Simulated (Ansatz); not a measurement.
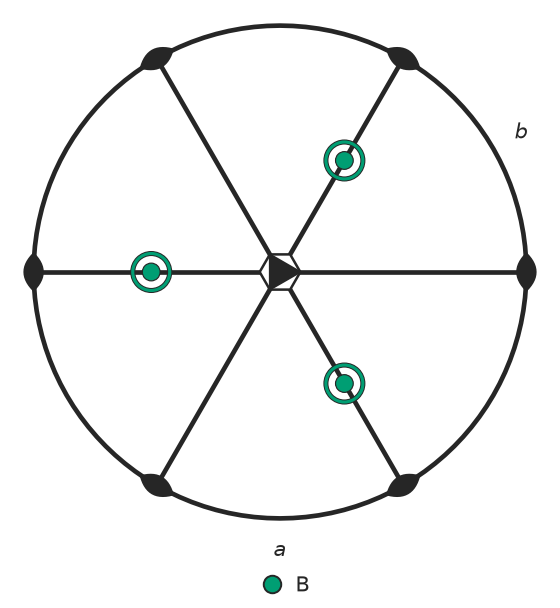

Directions from one nitrogen atom at (1/3, 2/3, 1/4) to its bonded neighbours, in stereographic projection down c (filled: above the plane of the page or in it, open: below). Crystal: BN, the input geometry of an electronic-structure calculation (not necessarily at equilibrium); the starting structure was generated, so it need not be a known form of this composition. Geometry calculated from the standardised cell; symmetry tolerance 0.002 Å.

Neighbours are counted up to 1.80 Å for B. The symmetry elements of the site are drawn in: heavy lines are mirror planes (a heavy rim: a mirror in the plane of the page); lens, triangle, square and hexagon are 2-, 3-, 4- and 6-fold axes, a lens in an open square is −4, a triangle in an open hexagon −6; thin dashed diameters join the ends of axes that lie in the page; a small open circle marks inversion.

```
B N
1.0
     2.49134    0.00000    0.00000
    -1.24567    2.15756    0.00000
     0.00000    0.00000    4.00106
B N
2 2
Direct
  0.00000 0.00000 0.00000
  0.00000 0.00000 0.50000
  0.33333 0.66667 0.25000
  0.66667 0.33333 0.75000
```

> How many neighbours are there, and at what angles?

6: 6 B at 1.75 Å. Angles between bonds: 70° (3×), 91° (6×), 132° (6×).

> What is the site's symmetry in the crystal?

Point group -6m2 (D3h), order 12: one −6 axis, three twofold axes, four mirror planes. In P6_3/mmc (No. 194) this is Wyckoff position 2c.
